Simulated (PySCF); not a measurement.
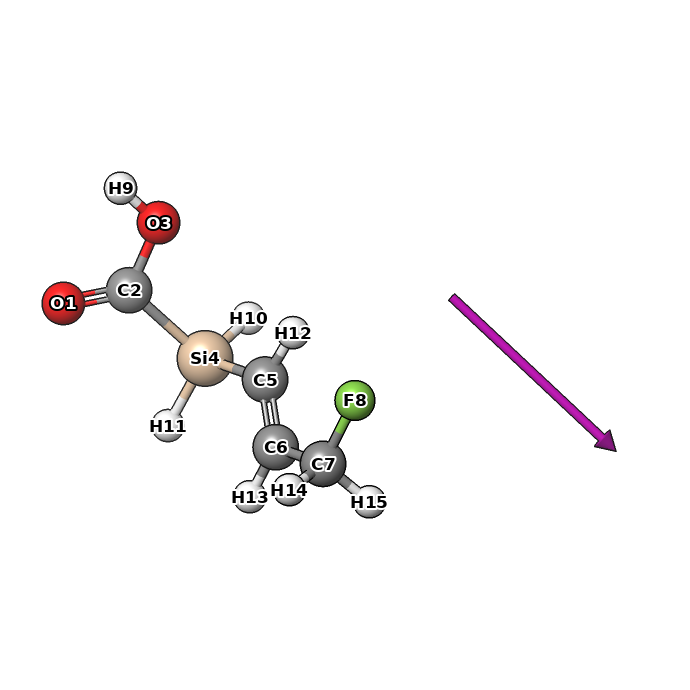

The arrow beside the molecule shows the direction of the dipole moment, from the negative to the positive end (its length means nothing). The computed structure is the end point of a GFN2-xTB optimisation. No frequency run is at hand to confirm it as a minimum. Level of theory: CAM-B3LYP/def2-SVPD, gas phase (PySCF 2.14.0).

Estimate the dipole moment.

1.81 D; it points from the side of H9 to the side of H15 (the outermost atoms at the two ends).

The geometry is semi-empirical. Around Si such bond lengths and angles can be off by a tenth of an ångström or more and by several degrees, and values that hang on the shape move with them.
